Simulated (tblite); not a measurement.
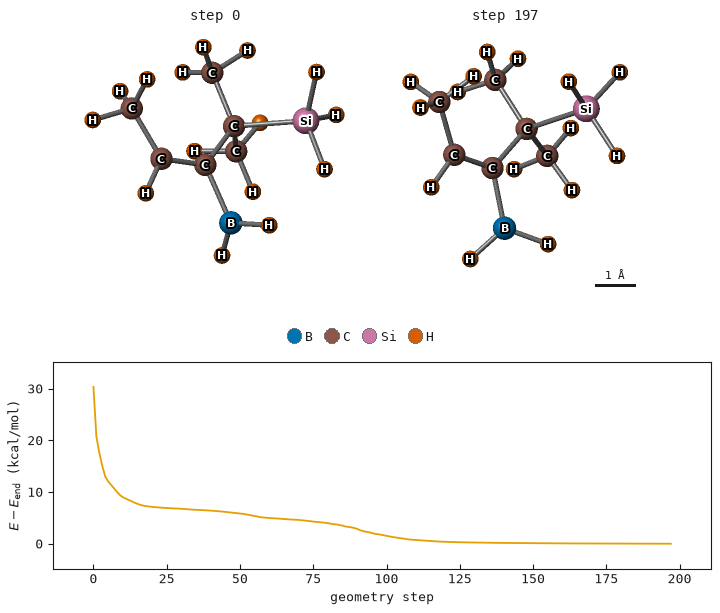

First and last geometry of a relaxation of C$_{6}$H$_{15}$BSi, with the history of the run. The picture is a ball-and-stick view, seen at a tilt.

Method: GFN2-xTB geometry optimisation, gas phase (tblite). 

Question: Read the history and describe the run.

Answer: It converged. An H atom moves most after the best rigid fit: 1.38 Å. Largest moves by element: H 1.38 Å, C 0.63 Å, B 0.60 Å, Si 0.54 Å. Near-neighbour distances that change, for instance: C–C 1.448 → 1.516 Å, C–H 1.154 → 1.089 Å, C–C 1.476 → 1.535 Å, B–C 1.596 → 1.544 Å. Bond angles that change, for instance: C–C–C 121.7° → 112.6°, C–C–C 122.8° → 130.6°, H–C–H 100.6° → 108.4°. Groups turn about C–C by about 40°, C–C by about 30°, C–Si by about 30°. The energy falls by 30.3 kcal/mol in 197 geometry steps. The run took 5.5 s on 1 thread of Intel(R) Xeon(R) Processor @ 2.50GHz, on a shared host.
